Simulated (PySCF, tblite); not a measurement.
**C₆H₈F₂: a rotation path, then NMR shifts on frames**

How do NMR shifts of C₆H₈F₂ (`C#C[C@@H](F)[C@H](C)CF`) change as the atoms move?

The runs use tblite 0.8.0 and PySCF 2.14.0, with density-fitted response routines of our own; the level of theory stands in each step. All values are computed, except where a source is named. Atoms count from 0, in the outputs and in this text.

**1. The starting structure**

16 atoms, charge 0, multiplicity 1; geometry from: GFN2-xTB.

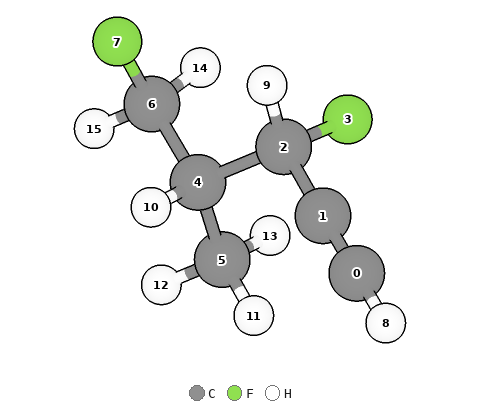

The starting geometry (carbon grey, fluorine green, hydrogen white), atoms numbered.

**2. The rotation path with GFN2-xTB**

The job: settings as JSON, then the geometry in Å.

```
{"job": {"kind": "neb", "xc": "GFN2-xTB", "basis": "xTB", "atoms": [3, 2, 4, 6], "turn": 120}, "charge": 0, "multiplicity": 1}
C      2.902866    -0.855190     0.426752
C      1.920583    -0.581359    -0.199279
C      0.712887    -0.285712    -0.948971
F      0.140067    -1.465237    -1.402692
C     -0.312547     0.480374    -0.092753
C     -0.813760    -0.384029     1.060611
C     -1.477900     0.933544    -0.969740
F     -1.052781     1.877542    -1.874807
H      3.775428    -1.077692     0.965297
H      0.965199     0.292705    -1.849780
H      0.192184     1.370092     0.298538
H      0.020227    -0.685029     1.690087
H     -1.529544     0.166326     1.666095
H     -1.295787    -1.280074     0.676287
H     -1.890528     0.099921    -1.546332
H     -2.264193     1.402762    -0.370718
```

With the program's defaults for keys left out, this is: GFN2-xTB climbing-image nudged elastic band, gas phase.

The run is started by

```bash
$ OMP_NUM_THREADS=1 python probes_run.py task.json out
```

The driver reads the jobs from task.json and runs them one after another.

The program printed:

```text
image   E - E0 / eV
  0       0.0000
  1       0.0307
  2       0.1141
  3       0.2048
  4       0.2583
  5       0.2547
  6       0.2068
  7       0.1477
  8       0.1092
```

Run time: 4.2 s. Hardware: 1 thread of Arm Neoverse V1, shared host; peak memory 0.18 GiB.

The final band, with the dihedral F3–C2–C4–C6:

```tsv
image	dihedral (°)	energy (eV)	energy (kcal/mol)
0	-66	0.000	0.0
1	-52	0.031	0.7
2	-37	0.114	2.6
3	-20	0.205	4.7
4	-2	0.258	6.0
5	16	0.255	5.9
6	33	0.207	4.8
7	50	0.148	3.4
8	63	0.109	2.5
```

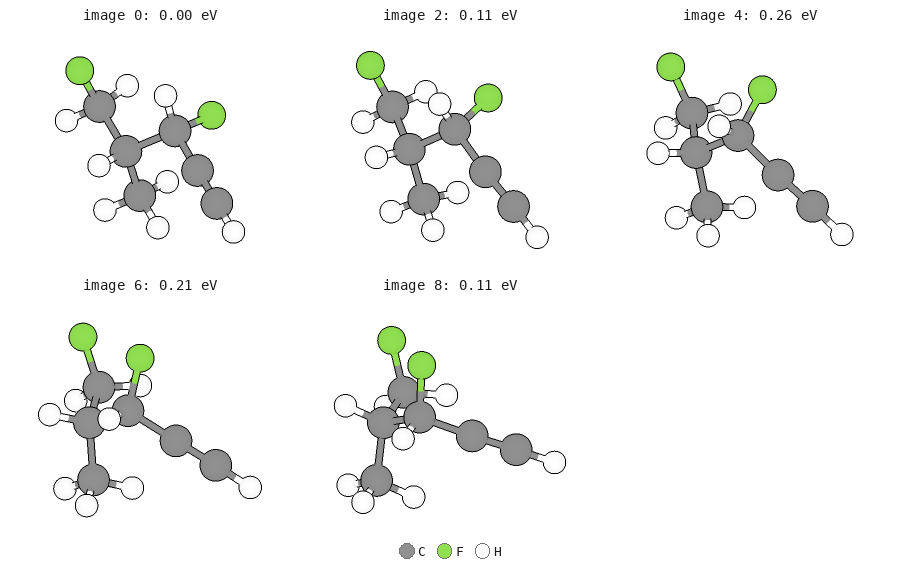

Images along the band.

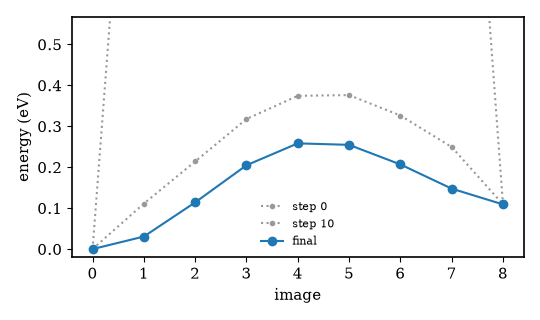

Energy along the band, early and final.

**3. NMR shieldings: image 0, PBE0/pcSseg-1**

The job: settings as JSON, then the geometry in Å.

```
{"job": {"kind": "nmr", "xc": "PBE0", "basis": "pcSseg-1", "pop": false}, "charge": 0, "multiplicity": 1}
C      2.902900    -0.855200     0.426800
C      1.920600    -0.581400    -0.199300
C      0.712900    -0.285700    -0.949000
F      0.140100    -1.465200    -1.402700
C     -0.312500     0.480400    -0.092800
C     -0.813800    -0.384000     1.060600
C     -1.477900     0.933500    -0.969700
F     -1.052800     1.877500    -1.874800
H      3.775400    -1.077700     0.965300
H      0.965200     0.292700    -1.849800
H      0.192200     1.370100     0.298500
H      0.020200    -0.685000     1.690100
H     -1.529500     0.166300     1.666100
H     -1.295800    -1.280100     0.676300
H     -1.890500     0.099900    -1.546300
H     -2.264200     1.402800    -0.370700
```

Level: GIAO PBE0/pcSseg-1 NMR shielding, non-relativistic, gas phase.

The program printed:

```text
coarse grid: 13648 points
cycle   1  E = -432.3909722295  dE =  9.368e-01  |g| = 6.918e-01  |ddm| = 3.597e+00
cycle   2  E = -432.3412817437  dE =  4.969e-02  |g| = 9.237e-01  |ddm| = 1.344e+00
cycle   3  E = -432.4752047240  dE = -1.339e-01  |g| = 1.100e-01  |ddm| = 7.789e-01
cycle   4  E = -432.4769129439  dE = -1.708e-03  |g| = 6.541e-02  |ddm| = 1.293e-01
cycle   5  E = -432.4778382489  dE = -9.253e-04  |g| = 2.189e-02  |ddm| = 5.344e-02
cycle   6  E = -432.4779456052  dE = -1.074e-04  |g| = 4.403e-03  |ddm| = 1.931e-02
cycle   7  E = -432.4779499240  dE = -4.319e-06  |g| = 1.001e-03  |ddm| = 4.130e-03
final grid: 133432 points
cycle   8  E = -432.5411682357  dE = -4.837e-05  |g| = 8.394e-03  |ddm| = 4.044e-02
cycle   9  E = -432.5411595767  dE =  8.659e-06  |g| = 1.114e-02  |ddm| = 1.691e-02
cycle  10  E = -432.5411841462  dE = -2.457e-05  |g| = 1.346e-03  |ddm| = 9.436e-03
cycle  11  E = -432.5411844341  dE = -2.879e-07  |g| = 4.243e-04  |ddm| = 1.274e-03
cycle  12  E = -432.5411844617  dE = -2.755e-08  |g| = 2.487e-04  |ddm| = 4.232e-04
cycle  13  E = -432.5411844763  dE = -1.460e-08  |g| = 3.434e-05  |ddm| = 1.855e-04
cycle  14  E = -432.5411844765  dE = -2.489e-10  |g| = 9.800e-06  |ddm| = 3.943e-05
converged SCF energy = -432.5411844765

GIAO shielding tensors (ppm)
atom      isotropic    diamagn.    paramagn.     s11        s22        s33       span
  0 C      101.362     257.513    -156.151     34.412     37.086    232.588    198.176
  1 C      101.322     259.980    -158.659     -0.487      5.281    299.172    299.659
  2 C      104.393     242.340    -137.947     72.915     89.515    150.749     77.833
  3 F      405.064     475.501     -70.437    378.619    401.794    434.779     56.160
  4 C      140.550     248.647    -108.097    131.800    142.503    147.346     15.546
  5 C      177.455     247.663     -70.208    164.818    178.298    189.249     24.431
  6 C      100.315     242.145    -141.830     60.583     81.780    158.582     97.998
  7 F      421.857     471.919     -50.062    377.378    421.134    467.060     89.682
  8 H       29.547      33.729      -4.182     24.654     25.025     38.962     14.308
  9 H       26.035      27.552      -1.517     23.422     25.534     29.150      5.728
 10 H       29.713      31.638      -1.926     26.897     28.091     34.149      7.252
 11 H       29.993      30.197      -0.204     24.585     29.380     36.016     11.431
 12 H       31.087      30.101       0.986     26.248     28.666     38.347     12.100
 13 H       30.691      30.320       0.372     26.307     29.422     36.345     10.037
 14 H       26.908      28.853      -1.946     23.213     28.305     29.205      5.991
 15 H       27.073      28.656      -1.583     21.881     28.968     30.370      8.489
```

Run time: 23 s. Hardware: 1 thread of Arm Neoverse V1, shared host; peak memory 0.8 GiB.

The references, computed at this level on geometries of the same kind, shield at (ppm): 1H TMS 31.72, 13C TMS 186.9, 19F CFCl3 170.9. Their shielding less the atom's gives the shift. The references are single molecules in the gas phase, so shifts against H2O, NH3, PH3, H3PO4 or CFCl3 are not on the usual liquid scales and can be off by tens of ppm. Each atom is listed at this fixed geometry, with no averaging over motion; a spectrum would average atoms that exchange fast.

```tsv
atoms	environment	σ (ppm)	δ (ppm)
C6	sp3 CH2 bonded to F	100.3	86.6
C1	alkyne carbon	101.3	85.6
C0	terminal alkyne carbon	101.4	85.6
C2	propargylic sp3 CH bonded to F	104.4	82.5
C4	sp3 CH	140.5	46.4
C5	methyl carbon	177.5	9.5
H9	hydrogen on a propargylic sp3 CH bonded to F	26.04	5.68
H14	hydrogen on an sp3 CH2 bonded to F	26.91	4.81
H15	hydrogen on an sp3 CH2 bonded to F	27.07	4.64
H8	hydrogen on a terminal alkyne carbon	29.55	2.17
H10	hydrogen on an sp3 CH	29.71	2.00
H11	hydrogen on a methyl carbon	29.99	1.72
H13	hydrogen on a methyl carbon	30.69	1.03
H12	hydrogen on a methyl carbon	31.09	0.63
F3	fluorine on an sp3 carbon	405.1	-234.1
F7	fluorine on an sp3 carbon	421.9	-250.9
```

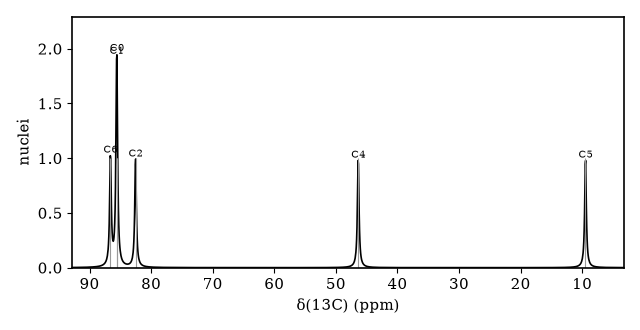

13C lines at the computed shifts, without couplings. Lines are broadened to a width of 0.31 ppm (Lorentzian).

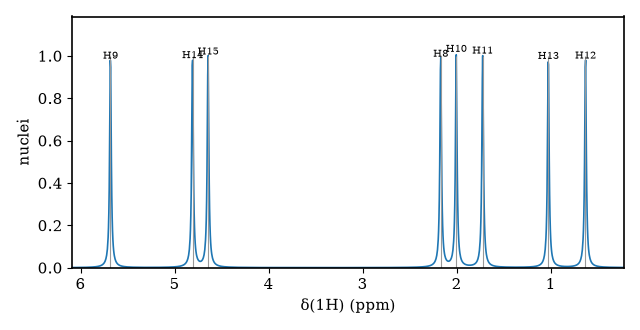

1H lines at the computed shifts, without couplings. Lines are broadened to a width of 0.02 ppm (Lorentzian).

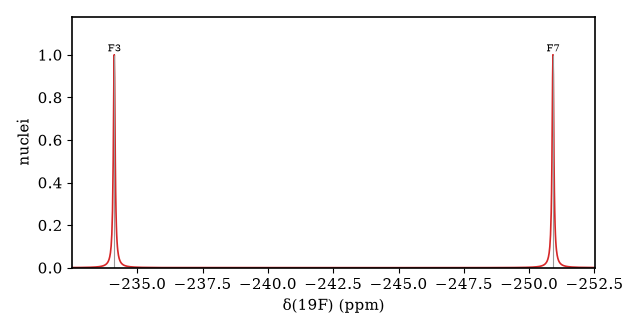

19F lines at the computed shifts, without couplings. Lines are broadened to a width of 0.08 ppm (Lorentzian).

**4. Nuclear shieldings: image 2, PBE0/pcSseg-1**

The job: settings as JSON, then the geometry in Å.

```
{"job": {"kind": "nmr", "xc": "PBE0", "basis": "pcSseg-1", "pop": false}, "charge": 0, "multiplicity": 1}
C      2.625400    -1.258700     0.494200
C      1.847400    -0.641000    -0.173000
C      0.823500    -0.022000    -0.997200
F      0.314600    -0.992500    -1.848000
C     -0.315100     0.595000    -0.147900
C     -0.598900    -0.214400     1.115200
C     -1.591800     0.718900    -0.979400
F     -1.430500     1.641200    -1.983700
H      3.324000    -1.766100     1.090100
H      1.265800     0.743600    -1.650400
H      0.005700     1.603300     0.135400
H      0.285500    -0.242200     1.746000
H     -1.410800     0.239400     1.678100
H     -0.873500    -1.235200     0.861300
H     -1.856900    -0.230900    -1.453200
H     -2.422000     1.070600    -0.358900
```

Method: GIAO PBE0/pcSseg-1 NMR shielding, non-relativistic, gas phase.

The program printed:

```text
coarse grid: 13648 points
cycle   1  E = -432.3831921945  dE =  9.409e-01  |g| = 6.960e-01  |ddm| = 3.577e+00
cycle   2  E = -432.3322770622  dE =  5.092e-02  |g| = 9.321e-01  |ddm| = 1.391e+00
cycle   3  E = -432.4687140068  dE = -1.364e-01  |g| = 1.093e-01  |ddm| = 8.001e-01
cycle   4  E = -432.4703775767  dE = -1.664e-03  |g| = 6.488e-02  |ddm| = 1.300e-01
cycle   5  E = -432.4712757712  dE = -8.982e-04  |g| = 2.237e-02  |ddm| = 5.337e-02
cycle   6  E = -432.4713883928  dE = -1.126e-04  |g| = 4.554e-03  |ddm| = 1.917e-02
cycle   7  E = -432.4713930408  dE = -4.648e-06  |g| = 1.015e-03  |ddm| = 4.123e-03
final grid: 133432 points
cycle   8  E = -432.5353664130  dE = -5.320e-05  |g| = 8.683e-03  |ddm| = 4.251e-02
cycle   9  E = -432.5353568739  dE =  9.539e-06  |g| = 1.155e-02  |ddm| = 1.641e-02
cycle  10  E = -432.5353834698  dE = -2.660e-05  |g| = 1.396e-03  |ddm| = 9.388e-03
cycle  11  E = -432.5353837756  dE = -3.059e-07  |g| = 4.708e-04  |ddm| = 1.318e-03
cycle  12  E = -432.5353838128  dE = -3.715e-08  |g| = 2.556e-04  |ddm| = 4.494e-04
cycle  13  E = -432.5353838281  dE = -1.530e-08  |g| = 3.729e-05  |ddm| = 1.914e-04
cycle  14  E = -432.5353838284  dE = -2.973e-10  |g| = 1.008e-05  |ddm| = 3.888e-05
converged SCF energy = -432.5353838284

GIAO shielding tensors (ppm)
atom      isotropic    diamagn.    paramagn.     s11        s22        s33       span
  0 C       97.300     257.057    -159.758     31.437     35.172    225.290    193.853
  1 C      101.676     262.396    -160.720      0.408      6.929    297.691    297.282
  2 C      103.147     241.338    -138.192     70.408     89.689    149.343     78.935
  3 F      393.777     474.024     -80.247    353.542    393.430    434.358     80.816
  4 C      144.484     248.501    -104.017    136.663    144.170    152.618     15.955
  5 C      173.450     248.211     -74.761    158.064    177.368    184.917     26.853
  6 C      100.452     242.378    -141.925     59.121     81.207    161.029    101.908
  7 F      419.835     472.093     -52.258    378.404    412.186    468.915     90.511
  8 H       29.366      33.366      -4.000     24.554     25.065     38.479     13.925
  9 H       26.163      26.910      -0.747     23.853     24.740     29.895      6.043
 10 H       29.634      31.406      -1.772     26.545     27.745     34.611      8.065
 11 H       29.806      30.989      -1.183     24.288     29.623     35.506     11.218
 12 H       31.079      30.336       0.743     26.070     28.895     38.272     12.202
 13 H       30.774      30.811      -0.037     27.232     28.864     36.225      8.994
 14 H       26.573      29.070      -2.497     23.642     27.505     28.572      4.930
 15 H       27.037      28.756      -1.720     21.604     29.090     30.416      8.812
```

It took 23 s on 1 thread of Arm Neoverse V1, shared host; peak memory 0.84 GiB.

In short: δ C0 89.6, C6 86.5, C1 85.2, C2 83.8, H9 5.55, H14 5.14 ppm.

[end of part 1 of 2]
